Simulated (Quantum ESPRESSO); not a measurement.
# Ga2Se2 on 1T-SnSe2, AA stacking, stepped through the field along the normal, part 3 of 4

What law, if any, do the results for Ga2Se2 on 1T-SnSe2, AA stacking follow against the field along the normal?

Quantum ESPRESSO 7.5; plane-wave DFT, PBE, GBRV ultrasoft pseudopotentials.

So far. Step 2 (Variable-cell relaxation of the reference):  The last row is no step: it is a fresh SCF in the final cell with a new plane-wave basis, +15 meV from the row before, a sign that the cell is biased by the basis (Pulay stress).

### 5. Bands along a path, 0 V/Å

Bands along a path place the edges.

m0.bands.in reads:

```
&control
  prefix = 'm0.bands'
  outdir = './out'
  pseudo_dir = './pseudo'
  calculation = 'bands'
  tefield = .true.
  dipfield = .true.
/
&system
  ibrav = 0
  nat = 7
  ntyp = 3
  ecutwfc = 40
  ecutrho = 200
  occupations = 'smearing'
  smearing = 'fd'
  degauss = 0.002
  edir = 3
  emaxpos = 0.97
  eopreg = 0.04
  eamp = 0.0
  nbnd = 44
/
&electrons
  conv_thr = 1e-07
  mixing_beta = 0.4
  electron_maxstep = 120
  mixing_mode = 'local-TF'
/
ATOMIC_SPECIES
  Se  78.9710  se_pbe_v1.uspp.F.UPF
  Sn  118.7100  sn_pbe_v1.4.uspp.F.UPF
  Ga  69.7230  ga_pbe_v1.4.uspp.F.UPF
CELL_PARAMETERS angstrom
  3.78377693200000 0.00000000000000 0.00000000000000
  -1.89188846600000 3.27684694600000 0.00000000000000
  0.00000000000000 0.00000000000000 26.87959401900000
ATOMIC_POSITIONS crystal
  Se  0.666666666700 0.333333333300 0.268969608400
  Sn  0.000000000000 0.000000000000 0.329042627900
  Se  0.333333333300 0.666666666700 0.389165134100
  Se  0.333333333300 0.666666666700 0.529306431500
  Ga  0.000000000000 0.000000000000 0.573069052200
  Ga  0.000000000000 0.000000000000 0.664111975100
  Se  0.333333333300 0.666666666700 0.707916458900
K_POINTS crystal_b
4
  0.0000000000 0.0000000000 0.0000000000 10
  0.5000000000 0.0000000000 0.0000000000 10
  0.3333333333 0.3333333333 0.0000000000 10
  0.0000000000 0.0000000000 0.0000000000 1
```

Started as:

```sh
> cp -r out/m0.scf.save out/m0.bands.save
> cp out/m0.scf.xml out/m0.bands.xml
> OMP_NUM_THREADS=1 mpirun -n 4 pw.x -nk 4 -in m0.bands.in > m0.bands.out
```

Log:

```text
[banner, memory and clock lines left out]
Program PWSCF v.7.5 starts

          URL

     Presently no symmetry can be used with electric field

     Atomic positions and unit cell read from directory:
     ./out/m0.bands.save/

     G-vector sticks info

     bravais-lattice index     =            0
     lattice parameter (alat)  =       7.1503  a.u.
     unit-cell volume          =    2249.0597 (a.u.)^3
     number of atoms/cell      =            7
     number of atomic types    =            3
     number of electrons       =        76.00
     number of Kohn-Sham states=           44
     kinetic-energy cutoff     =      40.0000  Ry
     charge density cutoff     =     200.0000  Ry
     Exchange-correlation=  SLA  PW   PBX  PBC
                           (   1   4   3   4   0   0   0)

     celldm(1)=   7.150302  celldm(2)=   0.000000  celldm(3)=   0.000000
     celldm(4)=   0.000000  celldm(5)=   0.000000  celldm(6)=   0.000000

     crystal axes: (cart. coord. in units of alat)
               a(1) = (   1.000000   0.000000   0.000000 )
               a(2) = (  -0.500000   0.866025   0.000000 )
               a(3) = (   0.000000   0.000000   7.103906 )

     reciprocal axes: (cart. coord. in units 2 pi/alat)
               b(1) = (  1.000000  0.577350 -0.000000 )
               b(2) = (  0.000000  1.154701  0.000000 )
               b(3) = (  0.000000 -0.000000  0.140768 )

     PseudoPot. # 1 for Se read from file:
     ./pseudo/se_pbe_v1.uspp.F.UPF
     Pseudo is Ultrasoft + core correction, Zval =  6.0
     Generated by new atomic code, or converted to UPF format
     Using radial grid of  877 points,  6 beta functions with:
                l(1) =   0
                l(2) =   0
                l(3) =   1
                l(4) =   1
                l(5) =   2
                l(6) =   2
     Q(r) pseudized with  8 coefficients,  rinner =    1.300   1.300   1.300
                                                       1.300   1.300

     PseudoPot. # 2 for Sn read from file:
     ./pseudo/sn_pbe_v1.4.uspp.F.UPF
     Pseudo is Ultrasoft + core correction, Zval = 14.0
     Generated by new atomic code, or converted to UPF format
     Using radial grid of  891 points,  6 beta functions with:
                l(1) =   0
                l(2) =   0
                l(3) =   1
                l(4) =   1
                l(5) =   2
                l(6) =   2
     Q(r) pseudized with  8 coefficients,  rinner =    1.350   1.350   1.350
                                                       1.350   1.350

     PseudoPot. # 3 for Ga read from file:
     ./pseudo/ga_pbe_v1.4.uspp.F.UPF
     Pseudo is Ultrasoft + core correction, Zval = 19.0
     Generated by new atomic code, or converted to UPF format
     Using radial grid of  871 points,  6 beta functions with:
                l(1) =   0
                l(2) =   0
                l(3) =   1
                l(4) =   1
                l(5) =   2
                l(6) =   2
     Q(r) pseudized with  8 coefficients,  rinner =    1.250   1.250   1.250
                                                       1.250   1.250

     atomic species   valence    mass     pseudopotential
     Se                6.00    78.97100     Se( 1.00)
     Sn               14.00   118.71000     Sn( 1.00)
     Ga               19.00    69.72300     Ga( 1.00)

     No symmetry found

   Cartesian axes

     site n.     atom                  positions (alat units)
         1        Se     tau(   1) = (   0.5000000   0.2886751   1.9107347  )
         2        Sn     tau(   2) = (   0.0000000   0.0000000   2.3374878  )
         3        Se     tau(   3) = (  -0.0000000   0.5773503   2.7645924  )
         4        Se     tau(   4) = (  -0.0000000   0.5773503   3.7601429  )
         5        Ga     tau(   5) = (   0.0000000   0.0000000   4.0710284  )
         6        Ga     tau(   6) = (   0.0000000   0.0000000   4.7177888  )
         7        Se     tau(   7) = (  -0.0000000   0.5773503   5.0289717  )

     number of k points=    31  Fermi-Dirac smearing, width (Ry)=  0.0020
                       cart. coord. in units 2pi/alat
        k(    1) = (   0.0000000   0.0000000   0.0000000), wk =   0.0645161
        k(    2) = (   0.0500000   0.0288675   0.0000000), wk =   0.0645161
        k(    3) = (   0.1000000   0.0577350   0.0000000), wk =   0.0645161
        k(    4) = (   0.1500000   0.0866025   0.0000000), wk =   0.0645161
        k(    5) = (   0.2000000   0.1154701   0.0000000), wk =   0.0645161
        k(    6) = (   0.2500000   0.1443376   0.0000000), wk =   0.0645161
        k(    7) = (   0.3000000   0.1732051   0.0000000), wk =   0.0645161
        k(    8) = (   0.3500000   0.2020726   0.0000000), wk =   0.0645161
        k(    9) = (   0.4000000   0.2309401   0.0000000), wk =   0.0645161
        k(   10) = (   0.4500000   0.2598076   0.0000000), wk =   0.0645161
        k(   11) = (   0.5000000   0.2886751   0.0000000), wk =   0.0645161
        k(   12) = (   0.4833333   0.3175426   0.0000000), wk =   0.0645161
        k(   13) = (   0.4666667   0.3464102   0.0000000), wk =   0.0645161
        k(   14) = (   0.4500000   0.3752777   0.0000000), wk =   0.0645161
        k(   15) = (   0.4333333   0.4041452   0.0000000), wk =   0.0645161
        k(   16) = (   0.4166667   0.4330127   0.0000000), wk =   0.0645161
        k(   17) = (   0.4000000   0.4618802   0.0000000), wk =   0.0645161
        k(   18) = (   0.3833333   0.4907477   0.0000000), wk =   0.0645161
        k(   19) = (   0.3666667   0.5196152   0.0000000), wk =   0.0645161
        k(   20) = (   0.3500000   0.5484828   0.0000000), wk =   0.0645161
        k(   21) = (   0.3333333   0.5773503   0.0000000), wk =   0.0645161
        k(   22) = (   0.3000000   0.5196152   0.0000000), wk =   0.0645161
        k(   23) = (   0.2666667   0.4618802   0.0000000), wk =   0.0645161
        k(   24) = (   0.2333333   0.4041452   0.0000000), wk =   0.0645161
        k(   25) = (   0.2000000   0.3464102   0.0000000), wk =   0.0645161
        k(   26) = (   0.1666667   0.2886751   0.0000000), wk =   0.0645161
        k(   27) = (   0.1333333   0.2309401   0.0000000), wk =   0.0645161
        k(   28) = (   0.1000000   0.1732051   0.0000000), wk =   0.0645161
        k(   29) = (   0.0666667   0.1154701   0.0000000), wk =   0.0645161
        k(   30) = (   0.0333333   0.0577350   0.0000000), wk =   0.0645161
        k(   31) = (   0.0000000   0.0000000   0.0000000), wk =   0.0645161

     Dense  grid:   107239 G-vectors     FFT dimensions: (  36,  36, 240)

     Smooth grid:    76771 G-vectors     FFT dimensions: (  30,  30, 216)

     The potential is recalculated from file :
     ./out/m0.bands.save/charge-density

[...]
-93.2320 -93.2318 -93.2285 -93.2283 -93.1959 -93.1806 -20.7403 -20.6789
   -20.6698 -20.6343 -20.6225 -13.8845 -13.8039 -13.7773 -13.6875 -13.6336
   -13.5857 -13.5763 -13.5163 -13.4846 -13.3620 -11.4885 -11.3272 -11.2354
   -11.1321  -6.5618  -6.1141  -5.1339  -3.8734  -2.6308  -2.3757  -2.1143
    -1.9118  -1.7709  -1.0614  -0.7988  -0.3302  -0.2489   1.8294   3.3128
     3.3424   5.0545   5.2391   5.5273

          k = 0.4167 0.4330 0.0000 (  9624 PWs)   bands (ev):

   -93.2320 -93.2319 -93.2285 -93.2283 -93.1959 -93.1807 -20.7360 -20.6832
   -20.6672 -20.6367 -20.6229 -13.8842 -13.8047 -13.7773 -13.6897 -13.6312
   -13.5880 -13.5774 -13.5137 -13.4865 -13.3616 -11.4463 -11.2975 -11.2092
   -11.1196  -6.5699  -6.0901  -5.0999  -3.7885  -2.7514  -2.6134  -2.2129
    -2.1633  -1.8248  -1.0496  -0.8174  -0.4426  -0.2529   1.9959   3.3832
     3.4843   5.0340   5.4269   5.6870

          k = 0.4000 0.4619 0.0000 (  9635 PWs)   bands (ev):

   -93.2320 -93.2319 -93.2285 -93.2283 -93.1959 -93.1806 -20.7311 -20.6881
   -20.6642 -20.6393 -20.6233 -13.8840 -13.8057 -13.7773 -13.6917 -13.6287
   -13.5905 -13.5783 -13.5110 -13.4888 -13.3611 -11.3985 -11.2659 -11.1820
   -11.1091  -6.5824  -6.0672  -5.0661  -3.6867  -2.9058  -2.8254  -2.4170
    -2.3243  -1.8231  -1.0402  -0.8467  -0.5139  -0.2562   2.1143   3.3447
     3.6213   5.0265   5.5151   5.6630

          k = 0.3833 0.4907 0.0000 (  9661 PWs)   bands (ev):

   -93.2321 -93.2320 -93.2285 -93.2284 -93.1960 -93.1807 -20.7258 -20.6935
   -20.6609 -20.6421 -20.6238 -13.8840 -13.8067 -13.7773 -13.6935 -13.6263
   -13.5927 -13.5790 -13.5083 -13.4912 -13.3607 -11.3474 -11.2351 -11.1572
   -11.1025  -6.5989  -6.0486  -5.0371  -3.5702  -3.0598  -2.9985  -2.6198
    -2.4826  -1.7800  -1.0305  -0.8867  -0.5398  -0.2682   2.1821   3.2638
     3.7234   5.0396   5.5015   5.7047

          k = 0.3667 0.5196 0.0000 (  9637 PWs)   bands (ev):

   -93.2320 -93.2320 -93.2285 -93.2284 -93.1959 -93.1806 -20.7204 -20.6990
   -20.6574 -20.6450 -20.6242 -13.8842 -13.8076 -13.7773 -13.6948 -13.6243
   -13.5946 -13.5795 -13.5055 -13.4937 -13.3603 -11.2964 -11.2080 -11.1414
   -11.0994  -6.6170  -6.0367  -5.0169  -3.4434  -3.1854  -3.1259  -2.7735
    -2.6545  -1.7150  -1.0201  -0.9357  -0.5309  -0.2914   2.2097   3.1806
     3.7912   5.0646   5.4860   5.7316

          k = 0.3500 0.5485 0.0000 (  9645 PWs)   bands (ev):

   -93.2320 -93.2320 -93.2285 -93.2284 -93.1959 -93.1806 -20.7150 -20.7045
   -20.6540 -20.6480 -20.6245 -13.8844 -13.8083 -13.7772 -13.6955 -13.6231
   -13.5958 -13.5796 -13.5030 -13.4961 -13.3600 -11.2514 -11.1869 -11.1440
   -11.0952  -6.6323  -6.0318  -5.0074  -3.3224  -3.2633  -3.2052  -2.8673
    -2.8111  -1.6507  -1.0203  -0.9760  -0.5016  -0.3238   2.2142   3.1217
     3.8273   5.0898   5.4836   5.7362

          k = 0.3333 0.5774 0.0000 (  9663 PWs)   bands (ev):

   -93.2320 -93.2320 -93.2285 -93.2285 -93.1959 -93.1806 -20.7098 -20.7098
   -20.6509 -20.6509 -20.6246 -13.8845 -13.8085 -13.7772 -13.6958 -13.6226
   -13.5962 -13.5797 -13.5017 -13.4974 -13.3599 -11.2293 -11.1727 -11.1580
   -11.0922  -6.6389  -6.0312  -5.0056  -3.2999  -3.2513  -3.2296  -2.8970
    -2.8890  -1.6204  -1.0338  -0.9832  -0.4799  -0.3455   2.2125   3.1007
     3.8373   5.1015   5.4860   5.7332

          k = 0.3000 0.5196 0.0000 (  9633 PWs)   bands (ev):

   -93.2320 -93.2320 -93.2285 -93.2284 -93.1959 -93.1806 -20.7189 -20.7003
   -20.6561 -20.6467 -20.6241 -13.8836 -13.8071 -13.7773 -13.6949 -13.6239
   -13.5951 -13.5797 -13.5051 -13.4940 -13.3605 -11.3231 -11.2169 -11.1420
   -11.0911  -6.6006  -6.0197  -4.9922  -3.3731  -3.2103  -3.1728  -2.7881
    -2.6484  -1.7599  -1.0286  -0.8914  -0.5746  -0.2518   2.2358   3.1837
     3.8212   5.0375   5.4427   5.7856

          k = 0.2667 0.4619 0.0000 (  9633 PWs)   bands (ev):

   -93.2320 -93.2320 -93.2284 -93.2284 -93.1959 -93.1806 -20.7249 -20.6924
   -20.6602 -20.6455 -20.6232 -13.8797 -13.8017 -13.7776 -13.6925 -13.6262
   -13.5939 -13.5805 -13.5093 -13.4896 -13.3627 -11.5261 -11.3261 -11.2318
   -11.0779  -6.4666  -5.9519  -4.8981  -3.4588  -3.0421  -2.9075  -2.5052
    -2.2602  -2.0405  -1.1137  -0.7414  -0.5926  -0.1110   2.3166   3.4027
     3.8284   4.8761   5.3284   5.9101

          k = 0.2333 0.4041 0.0000 (  9615 PWs)   bands (ev):

   -93.2319 -93.2319 -93.2284 -93.2283 -93.1959 -93.1807 -20.7272 -20.6866
   -20.6626 -20.6463 -20.6238 -13.8713 -13.7912 -13.7779 -13.6894 -13.6279
   -13.5941 -13.5825 -13.5122 -13.4857 -13.3671 -11.7902 -11.5054 -11.3923
   -11.1152  -6.2395  -5.8088  -4.6725  -3.3708  -2.8477  -2.5102  -2.3156
    -2.1155  -1.8289  -1.2251  -0.8107  -0.3142   0.0104   2.4389   3.6765
     3.8936   4.7340   5.2368   5.9592

          k = 0.2000 0.3464 0.0000 (  9571 PWs)   bands (ev):

   -93.2319 -93.2318 -93.2282 -93.2282 -93.1959 -93.1807 -20.7259 -20.6832
   -20.6631 -20.6477 -20.6272 -13.8580 -13.7777 -13.7746 -13.6864 -13.6285
   -13.5965 -13.5863 -13.5136 -13.4824 -13.3739 -12.0816 -11.7338 -11.5998
   -11.2058  -5.9596  -5.6251  -4.3121  -3.0967  -2.6745  -2.4441  -2.0288
    -1.6702  -1.4881  -1.2847  -0.7319  -0.1373   0.1583   2.5764   3.8770
     3.9850   4.7323   5.2255   5.8456

          k = 0.1667 0.2887 0.0000 (  9575 PWs)   bands (ev):

   -93.2319 -93.2318 -93.2283 -93.2282 -93.1959 -93.1807 -20.7216 -20.6827
   -20.6618 -20.6488 -20.6331 -13.8412 -13.7747 -13.7517 -13.6839 -13.6278
   -13.6007 -13.5917 -13.5133 -13.4797 -13.3836 -12.3691 -11.9824 -11.8282
   -11.3338  -5.6923  -5.4708  -3.8536  -2.6565  -2.5016  -2.3229  -1.5241
    -1.5185  -1.2106  -1.0118  -0.4842  -0.1042   0.3511   2.7151   3.9598
     4.0326   4.8534   5.2406   5.5965

          k = 0.1333 0.2309 0.0000 (  9593 PWs)   bands (ev):

   -93.2320 -93.2319 -93.2283 -93.2283 -93.1958 -93.1806 -20.7157 -20.6849
   -20.6589 -20.6493 -20.6400 -13.8256 -13.7647 -13.7228 -13.6824 -13.6261
   -13.6060 -13.5981 -13.5113 -13.4775 -13.3961 -12.6288 -12.2248 -12.0523
   -11.4765  -5.5101  -5.3880  -3.3816  -2.2003  -2.0477  -1.9959  -1.5187
    -1.0385  -0.7900  -0.7760  -0.1558  -0.0730   0.4962   2.8457   3.9563
     4.0631   4.8574   5.1401   5.3033

          k = 0.1000 0.1732 0.0000 (  9613 PWs)   bands (ev):

   -93.2320 -93.2319 -93.2284 -93.2283 -93.1958 -93.1807 -20.7095 -20.6892
   -20.6550 -20.6506 -20.6454 -13.8168 -13.7437 -13.6893 -13.6819 -13.6239
   -13.6113 -13.6045 -13.5076 -13.4759 -13.4116 -12.8440 -12.4396 -12.2510
   -11.6117  -5.4728  -5.3294  -3.0388  -1.6778  -1.5017  -1.3745  -1.2795
    -0.7144  -0.6219  -0.4203   0.0397   0.1524   0.5684   2.9120   3.7093
     4.2638   4.6578   4.8860   5.0419

          k = 0.0667 0.1155 0.0000 (  9615 PWs)   bands (ev):

   -93.2320 -93.2320 -93.2284 -93.2283 -93.1958 -93.1807 -20.7043 -20.6943
   -20.6541 -20.6508 -20.6467 -13.8140 -13.7161 -13.6822 -13.6548 -13.6216
   -13.6156 -13.6101 -13.5016 -13.4748 -13.4305 -13.0041 -12.6100 -12.4074
   -11.7210  -5.5132  -5.2948  -2.8967  -1.0753  -0.8951  -0.8410  -0.6639
    -0.6362  -0.3141  -0.1551   0.1869   0.3720   0.5793   2.7617   3.3087
     4.1651   4.4851   4.6907   4.9624

          k = 0.0333 0.0577 0.0000 (  9619 PWs)   bands (ev):

   -93.2320 -93.2320 -93.2284 -93.2282 -93.1958 -93.1808 -20.7010 -20.6983
   -20.6570 -20.6477 -20.6466 -13.8136 -13.6925 -13.6828 -13.6269 -13.6197
   -13.6185 -13.6138 -13.4913 -13.4741 -13.4524 -13.1024 -12.7211 -12.5080
   -11.7917  -5.5556  -5.2864  -2.8655  -0.8768  -0.3711  -0.2616  -0.1954
    -0.1347  -0.0774   0.0056   0.3455   0.4728   0.5377   2.3832   2.8593
     3.6839   3.9948   5.0437   5.1151

          k = 0.0000 0.0000 0.0000 (  9565 PWs)   bands (ev):

   -93.2319 -93.2319 -93.2282 -93.2282 -93.1959 -93.1807 -20.6998 -20.6998
   -20.6580 -20.6466 -20.6466 -13.8136 -13.6830 -13.6830 -13.6195 -13.6195
   -13.6151 -13.6151 -13.4748 -13.4739 -13.4739 -13.1356 -12.7600 -12.5427
   -11.8161  -5.5723  -5.2859  -2.8630  -0.8778  -0.0732  -0.0732   0.0500
     0.0500   0.1042   0.1042   0.4578   0.4833   0.4833   2.1453   2.6294
     3.4421   3.7415   5.2001   5.2001

     XML data file, pseudopotentials, collected wavefunctions

                                        0.00s GPU  (     663 calls)
[key lines of the parts left out:]
Dipole field          0.0001 Ry au,
```

It took 1.9 min on 4 MPI ranks of Arm Neoverse V1, shared host; peak memory 0.58 GiB; 7.5 min of CPU time.

Read from the output:

* valence top, on the run's zero: 0.5793 eV
* conduction bottom, on the run's zero: 1.240 eV
* gap by band count: 0.6602 eV

Band numbers count within the set of bands kept for display. The electronic bands at the labelled points (eV, zero at the highest filled level of the SCF mesh; v1 is the highest filled band, c1 the lowest empty one):

```tsv
point	v4	v3	v2	v1	c1	c2	c3	c4
Γ	-0.45	-0.10	-0.07	-0.07	1.59	2.07	2.89	3.19
M	-1.68	-1.35	-0.85	-0.41	0.68	2.20	2.32	4.03
K	-1.59	-1.54	-1.03	-0.90	1.66	2.55	3.28	4.55
Γ	-0.45	-0.10	-0.07	-0.07	1.59	2.07	2.89	3.19
```

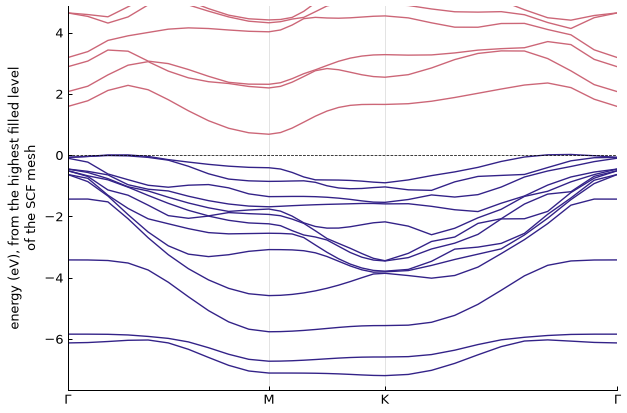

Electronic bands along the path; lines of filled and empty bands in two colours.

Along this path the valence top lies between K and Γ and the conduction bottom at M.

### 6. Ground state, 0.05 V/Å

m1.scf.in reads:

```
&control
  prefix = 'm1.scf'
  outdir = './out'
  pseudo_dir = './pseudo'
  calculation = 'scf'
  tprnfor = .true.
  tefield = .true.
  dipfield = .true.
/
&system
  ibrav = 0
  nat = 7
  ntyp = 3
  ecutwfc = 40
  ecutrho = 200
  occupations = 'smearing'
  smearing = 'fd'
  degauss = 0.002
  edir = 3
  emaxpos = 0.97
  eopreg = 0.04
  eamp = 0.00097235
  nbnd = 44
/
&electrons
  conv_thr = 1e-09
  mixing_beta = 0.4
  electron_maxstep = 120
  mixing_mode = 'plain'
  startingpot = 'file'
/
ATOMIC_SPECIES
  Se  78.9710  se_pbe_v1.uspp.F.UPF
  Sn  118.7100  sn_pbe_v1.4.uspp.F.UPF
  Ga  69.7230  ga_pbe_v1.4.uspp.F.UPF
CELL_PARAMETERS angstrom
  3.78377693200000 0.00000000000000 0.00000000000000
  -1.89188846600000 3.27684694600000 0.00000000000000
  0.00000000000000 0.00000000000000 26.87959401900000
ATOMIC_POSITIONS crystal
  Se  0.666666666700 0.333333333300 0.268969608400
  Sn  0.000000000000 0.000000000000 0.329042627900
  Se  0.333333333300 0.666666666700 0.389165134100
  Se  0.333333333300 0.666666666700 0.529306431500
  Ga  0.000000000000 0.000000000000 0.573069052200
  Ga  0.000000000000 0.000000000000 0.664111975100
  Se  0.333333333300 0.666666666700 0.707916458900
K_POINTS automatic
  6 6 1 0 0 0
```

Started as:

```sh
> cp -r out/m0.scf.save out/m1.scf.save
> OMP_NUM_THREADS=1 mpirun -n 4 pw.x -nk 2 -in m1.scf.in > m1.scf.out
```

Log:

```text
[banner, memory and clock lines left out]
Program PWSCF v.7.5 starts
[...]
number of electrons       =        76.00
     number of Kohn-Sham states=           44
     kinetic-energy cutoff     =      40.0000  Ry
     charge density cutoff     =     200.0000  Ry
[...]
number of k points=    20  Fermi-Dirac smearing, width (Ry)=  0.0020
[...]
Dense  grid:   107239 G-vectors     FFT dimensions: (  36,  36, 240)
[...]
The initial density is read from file :
[...]
negative rho (up, down):  4.388E-04 0.000E+00
[...]
Starting wfcs are   49 randomized atomic wfcs
[...]
negative rho (up, down):  4.390E-04 0.000E+00
[...]
estimated scf accuracy    <       0.00617730 Ry
[...]
negative rho (up, down):  4.387E-04 0.000E+00
[...]
estimated scf accuracy    <       0.05299329 Ry
[...]
negative rho (up, down):  4.387E-04 0.000E+00
[...]
estimated scf accuracy    <       0.00009417 Ry
[...]
negative rho (up, down):  4.388E-04 0.000E+00
[...]
estimated scf accuracy    <       0.00000768 Ry
[...]
negative rho (up, down):  4.390E-04 0.000E+00
[...]
estimated scf accuracy    <       0.00000030 Ry
[...]
negative rho (up, down):  4.391E-04 0.000E+00
[...]
estimated scf accuracy    <       0.00000006 Ry
[...]
negative rho (up, down):  4.392E-04 0.000E+00
[...]
estimated scf accuracy    <       0.00000002 Ry
[...]
negative rho (up, down):  4.392E-04 0.000E+00
[...]
estimated scf accuracy    <          2.2E-09 Ry
[...]
negative rho (up, down):  4.392E-04 0.000E+00
[...]
Computed dipole along edir(3) :
        Dipole                0.0907 Ry au,          0.2305 Debye
        Dipole field          0.0005 Ry au,
        E field amplitude [Ha a.u.]:  9.7235E-04
        Potential amp.        0.0454 Ry
        Total length         48.7633 bohr
[...]
the Fermi energy is     0.9011 ev
!    total energy              =   -1164.57152579 Ry
     estimated scf accuracy    <          3.1E-10 Ry
     smearing contrib. (-TS)   =      -0.00000015 Ry
     internal energy E=F+TS    =   -1164.57152564 Ry
[...]
one-electron contribution =   -4477.31509909 Ry
     hartree contribution      =    2253.69772168 Ry
     xc contribution           =    -258.94440312 Ry
     ewald contribution        =    1317.99038532 Ry
     electric field correction =      -0.00013042 Ry
     convergence has been achieved in   9 iterations
     negative rho (up, down):  4.392E-04 0.000E+00
[...]
Total force =     0.005229     Total SCF correction =     0.000054
[...]
```

It took 75 s on 4 MPI ranks; peak memory 0.67 GiB.

Numbers from this step:

```
free energy                          : -15844.8028 eV
Fermi energy                         : 0.9011 eV
dipole along the normal              : 0.04799 e·Å
valence top, on the run's zero       : 0.5840 eV
conduction bottom, on the run's zero : 1.199 eV
gap by band count                    : 0.6147 eV
```

(Continued in part 4 of 4.)

[Logs are printed without paths, hosts, clocks, repeated set-up lines and the standing remarks that a program may print on its own settings, such as how far it seeks lower states.]

[Hosts, paths, dates, database ids (printed as entryN), source tags and the programs' standing remarks are cut or masked in the printed files.]

[Maps of the electrostatic potential energy from Ansatz leave out the sawtooth potential of an applied field or a dipole correction, so their vacuum need not be flat; planar profiles and work functions include it.]
